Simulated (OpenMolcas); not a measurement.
## Relativistic diatomic calculation for NaC (part 2 of 2)

Continued. System: NaC. Method: SA-CASSCF(5,8)/XMS-CASPT2 + RASSI spin-orbit (X2C scalar, AMFI), ANO-RCC-VTZP (OpenMolcas).

## Log (extracts), continued
```
++ Dipole transition strengths (spin-free states):
     for osc. strength at least  1.00000000E-05
      From   To        Osc. strength     Einstein coefficients Ax, Ay, Az (sec-1)    Total A (sec-1)
         1   16       2.55264041E-02  9.84352787E-03  6.32689695E+06  0.00000000E+00  6.32689696E+06
         1   17       2.55264045E-02  6.32689721E+06  9.84353895E-03  0.00000000E+00  6.32689722E+06
         1    2       7.47250639E-02  0.00000000E+00  0.00000000E+00  2.76462145E+07  2.76462145E+07
         1   18       5.69288713E-02  4.80273965E+07  2.49938056E+01  0.00000000E+00  4.80274215E+07
         1   19       5.69288600E-02  2.49938281E+01  4.80273901E+07  0.00000000E+00  4.80274151E+07
         1    6       6.64812338E-02  0.00000000E+00  0.00000000E+00  5.71947827E+07  5.71947827E+07
         1   20       3.01719532E-02  2.70218542E+07  7.35643143E+02  0.00000000E+00  2.70225898E+07
         1   21       3.01719679E-02  7.35642887E+02  2.70218675E+07  0.00000000E+00  2.70226032E+07
         1    7       5.00054967E-03  0.00000000E+00  0.00000000E+00  5.30988927E+06  5.30988927E+06
         1   23       2.81022249E-01  6.59466505E+08  5.94887307E+05  0.00000000E+00  6.60061393E+08
         1   22       2.81022251E-01  5.94887303E+05  6.59466508E+08  0.00000000E+00  6.60061395E+08
         8   12       6.08762164E-02  0.00000000E+00  0.00000000E+00  5.50051531E+06  5.50051531E+06
         9   14       1.11903515E-02  0.00000000E+00  0.00000000E+00  2.40115588E+06  2.40115588E+06
        10   15       1.09185654E-02  0.00000000E+00  0.00000000E+00  2.36447232E+06  2.36447232E+06
        16    2       1.19024271E-03  9.12464300E-06  1.45071978E+04  0.00000000E+00  1.45071978E+04
        16    3       1.51997817E-01  1.95735414E+07  2.69470396E+02  0.00000000E+00  1.95738109E+07
        16    4       1.52729573E-01  2.73381364E+02  1.98576670E+07  0.00000000E+00  1.98579404E+07
        16    5       1.56633909E-01  2.14339875E+07  2.57344962E-02  0.00000000E+00  2.14339876E+07
        16   19       4.00207564E-04  0.00000000E+00  0.00000000E+00  7.08139378E+04  7.08139378E+04
        16    6       1.49663862E-01  3.59253960E-02  2.76315678E+07  0.00000000E+00  2.76315678E+07
        16   21       2.85575913E-01  0.00000000E+00  0.00000000E+00  5.74492103E+07  5.74492103E+07
        16    7       4.54376168E-04  1.98872168E-03  1.28896424E+05  0.00000000E+00  1.28896426E+05
        16   22       6.20354580E-05  0.00000000E+00  0.00000000E+00  6.64183573E+04  6.64183573E+04
        17    2       1.19024230E-03  1.45071910E+04  9.12528407E-06  0.00000000E+00  1.45071910E+04
        17    3       1.51997271E-01  2.69470365E+02  1.95734705E+07  0.00000000E+00  1.95737399E+07
        17    4       1.52729535E-01  1.98576612E+07  2.73383462E+02  0.00000000E+00  1.98579346E+07
        17    5       1.56634467E-01  2.57656539E-02  2.14340631E+07  0.00000000E+00  2.14340631E+07
        17   18       4.00210954E-04  0.00000000E+00  0.00000000E+00  7.08145253E+04  7.08145253E+04
        17    6       1.49663906E-01  2.76315750E+07  3.59263464E-02  0.00000000E+00  2.76315751E+07
        17   20       2.85575907E-01  0.00000000E+00  0.00000000E+00  5.74492065E+07  5.74492065E+07
        17    7       4.54376011E-04  1.28896376E+05  1.98886111E-03  0.00000000E+00  1.28896378E+05
        17   23       6.20354496E-05  0.00000000E+00  0.00000000E+00  6.64183475E+04  6.64183475E+04
        11   13       4.85131149E-03  0.00000000E+00  0.00000000E+00  2.91481316E+05  2.91481316E+05
         2   18       2.10027293E-01  2.02154866E+07  1.04917429E+01  0.00000000E+00  2.02154971E+07
         2   19       2.10027320E-01  1.04917447E+01  2.02154931E+07  0.00000000E+00  2.02155036E+07
         2    6       3.58026671E-05  0.00000000E+00  0.00000000E+00  3.64966595E+03  3.64966595E+03
         2   20       2.26607127E-03  2.59058870E+05  7.20797590E+00  0.00000000E+00  2.59066078E+05
         2   21       2.26606411E-03  7.20799473E+00  2.59058056E+05  0.00000000E+00  2.59065264E+05
         2    7       2.53290335E-01  0.00000000E+00  0.00000000E+00  4.51524708E+07  4.51524708E+07
         2   23       1.66023853E-02  1.41718182E+07  1.27706810E+04  0.00000000E+00  1.41845889E+07
         2   22       1.66023850E-02  1.27706812E+04  1.41718180E+07  0.00000000E+00  1.41845887E+07
         3   20       4.90020603E-03  8.76665456E-02  3.93961171E+04  0.00000000E+00  3.93962047E+04
         3   21       4.90022408E-03  3.93962647E+04  8.76654131E-02  0.00000000E+00  3.93963523E+04
         3   23       1.05689764E-04  5.45184605E+01  4.82242937E+04  0.00000000E+00  4.82788121E+04
         3   22       1.05689761E-04  4.82242921E+04  5.45184659E+01  0.00000000E+00  4.82788106E+04
         4   20       4.80576601E-03  3.71618036E+04  8.26931780E-02  0.00000000E+00  3.71618863E+04
         4   21       4.80576734E-03  8.26947171E-02  3.71618164E+04  0.00000000E+00  3.71618991E+04
         4   23       1.05419091E-04  4.78551134E+04  5.41015025E+01  0.00000000E+00  4.79092149E+04
         4   22       1.05419927E-04  5.41011249E+01  4.78554934E+04  0.00000000E+00  4.79095945E+04
         5   20       4.40130539E-03  7.45497649E-01  2.71894738E+04  0.00000000E+00  2.71902193E+04
         5   21       4.40129019E-03  2.71893819E+04  7.45494419E-01  0.00000000E+00  2.71901274E+04
        18    6       1.06269267E-05  8.67148074E-01  3.08951372E-07  0.00000000E+00  8.67148383E-01
        18    7       1.31257377E-02  1.64555606E+05  8.51026216E-02  0.00000000E+00  1.64555691E+05
        18   23       6.04848615E-05  0.00000000E+00  0.00000000E+00  2.28082693E+04  2.28082693E+04
        19    6       1.06268733E-05  3.08950568E-07  8.67137983E-01  0.00000000E+00  8.67138292E-01
        19    7       1.31257343E-02  8.51025500E-02  1.64555476E+05  0.00000000E+00  1.64555561E+05
        19   22       6.04848882E-05  0.00000000E+00  0.00000000E+00  2.28082772E+04  2.28082772E+04
         6   20       7.55131887E-04  2.68030471E+02  7.36943956E-03  0.00000000E+00  2.68037840E+02
         6   21       7.55131835E-04  7.36944309E-03  2.68030535E+02  0.00000000E+00  2.68037904E+02
         6    7       2.37272181E-04  0.00000000E+00  0.00000000E+00  2.51404193E+03  2.51404193E+03
         6   23       7.10475166E-02  2.59855031E+07  2.34261534E+04  0.00000000E+00  2.60089293E+07
         6   22       7.10475158E-02  2.34261537E+04  2.59855028E+07  0.00000000E+00  2.60089290E+07
        20   23       1.08476846E-04  0.00000000E+00  0.00000000E+00  3.72763926E+04  3.72763926E+04
        21   22       1.08476818E-04  0.00000000E+00  0.00000000E+00  3.72763828E+04  3.72763828E+04
         7   23       2.21182168E-03  5.57127573E+05  5.01997548E+02  0.00000000E+00  5.57629571E+05
         7   22       2.21182166E-03  5.01997556E+02  5.57127570E+05  0.00000000E+00  5.57629568E+05
 Electric-quadrupole - electric-quadrupole not included
 Electric-dipole - electric-octupole not included
 Electric-dipole - magnetic-quadrupole not included
   Eigenvalues of complex Hamiltonian:
  (Shifted by EMIN (a.u.) =       -200.0775837134)
 SO State       Relative EMIN(au)   Rel lowest level(eV)    D:o, cm**(-1)      Omega
     1            -0.0000000811        0.0000000000              0.0000         0.5
     2            -0.0000000811        0.0000000000              0.0000         0.5
     3            -0.0000000111        0.0000019042              0.0154         1.5
     4            -0.0000000111        0.0000019042              0.0154         1.5
     5             0.0706740925        1.9231422342          15511.1882         0.5
     6             0.0706740925        1.9231422342          15511.1882         0.5
     7             0.0711639543        1.9364720529          15618.7004         2.0
     8             0.0711639543        1.9364720529          15618.7004         2.0
     9             0.0713572692        1.9417324187          15661.1281         2.1
    10             0.0713572692        1.9417324187          15661.1281         2.1
    11             0.0877607515        2.3880939125          19261.2764         0.5
    12             0.0877607515        2.3880939125          19261.2764         0.5
    13             0.0878070915        2.3893548874          19271.4468         0.5
    14             0.0878070915        2.3893548874          19271.4468         0.5
    15             0.0878535004        2.3906177388          19281.6324         1.5
    16             0.0878535004        2.3906177388          19281.6324         1.5
    17             0.0878999816        2.3918825558          19291.8338         2.5
    18             0.0878999816        2.3918825558          19291.8338         2.5
    19             0.0928168687        2.5256778703          20370.9658         0.5
    20             0.0928168687        2.5256778703          20370.9658         0.5
    21             0.1073074161        2.9199857527          23551.2734         1.5
    22             0.1073074161        2.9199857527          23551.2734         1.5
    23             0.1073075179        2.9199885235          23551.2957         0.5
    24             0.1073075179        2.9199885235          23551.2957         0.5
    25             0.1237042863        3.3661673219          27149.9704         0.5
    26             0.1237042863        3.3661673219          27149.9704         0.5
    27             0.1360603559        3.7023931025          29861.8142         0.5
    28             0.1360603559        3.7023931025          29861.8142         0.5
    29             0.1511163768        4.1120883025          33166.2289         1.8
    30             0.1511163768        4.1120883025          33166.2289         1.8
    31             0.1511362124        4.1126280581          33170.5823         2.0
    32             0.1511362124        4.1126280581          33170.5823         2.0
    33             0.1514464573        4.1210702525          33238.6732         2.1
    34             0.1514464573        4.1210702525          33238.6732         2.1
    35             0.1514666289        4.1216191495          33243.1003         3.0
    36             0.1514666289        4.1216191495          33243.1003         3.0
    37             0.1528844988        4.1602013553          33554.2868         2.0
    38             0.1528844988        4.1602013553          33554.2868         2.0
    39             0.1530910172        4.1658210055          33599.6124         0.5
    40             0.1530910172        4.1658210055          33599.6124         0.5
    41             0.1530910348        4.1658214844          33599.6162         1.5
    42             0.1530910348        4.1658214844          33599.6162         1.5
    43             0.1534550147        4.1757258815          33679.5006         2.1
    44             0.1534550147        4.1757258815          33679.5006         2.1
    45             0.1620188723        4.4087603201          35559.0501         0.5
    46             0.1620188723        4.4087603201          35559.0501         0.5
    47             0.1620330595        4.4091463731          35562.1638         0.5
    48             0.1620330595        4.4091463731          35562.1638         0.5
    49             0.1620472503        4.4095325233          35565.2783         1.5
    50             0.1620472503        4.4095325233          35565.2783         1.5
    51             0.1620616272        4.4099237390          35568.4337         2.5
    52             0.1620616272        4.4099237390          35568.4337         2.5
    53             0.1636345943        4.4527263546          35913.6601         1.5
    54             0.1636345943        4.4527263546          35913.6601         1.5
    55             0.1636351380        4.4527411498          35913.7794         0.5
    56
```

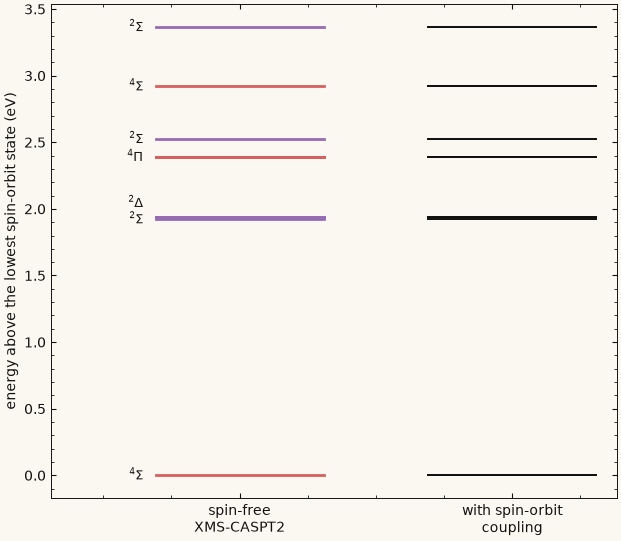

*States up to 3.5 eV at 2.238 Å, without spin-orbit coupling (left, a colour for each spin multiplicity) and with it (right, where close levels merge).*

The spin-free states run ⁴Σ (0.00 eV), ²Σ (1.92 eV), ²Δ (1.94 eV), ⁴Π (2.39 eV), ²Σ (2.53 eV), ⁴Σ (2.92 eV) from the lowest. The lowest spin-orbit levels have |Ω| = 1/2 (0 cm⁻¹), 3/2 (0 cm⁻¹), 1/2 (15,511 cm⁻¹), 2.03 (not clean) (15,619 cm⁻¹), 2.10 (not clean) (15,661 cm⁻¹).

## Key numbers

- outcome: converged; components of a degenerate state are split by 125 cm⁻¹
- lowest spin-free state: ⁴Σ
- lowest spin-orbit level: Ω = 1/2, −200.07758 hartree
- next level: Ω = 3/2, 0 cm⁻¹
- wall time: 50 s

## Notes

Limits: the two components of ²Δ at 4.18 eV, degenerate in CASSCF as they must be, are split by 125 cm⁻¹ in XMS-CASPT2, an artefact that passes into its spin-orbit levels; 16 of the 82 spin-orbit states have no clean Ω, so their splittings aren't to be trusted.
